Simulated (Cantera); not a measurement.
Charge: 1 mol Al, 13 mol HCl, 50 mol N2, 0.73 mol Cl2, equilibrated at 0.00270 bar.

These are equilibrium values from Cantera (NASA tables, ideal gas, pure condensed phases), not measurements of a reactor. Candidate condensed phases: Al, AlCl3, AlN, NH4Cl; 20 gas species. The tables' values for AlCl2 are old estimates; treat these amounts as uncertain. Kinetics and transport are ignored.

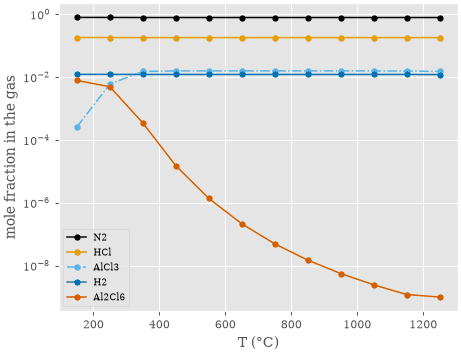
Figure. Equilibrium gas composition (values under 1e-9 drawn at 1e-9)

### Question
Read off the mole fractions at 1250 °C.

### Answer
N2 about 0.79, HCl about 0.18, AlCl3 about 0.015, H2 about 0.012.
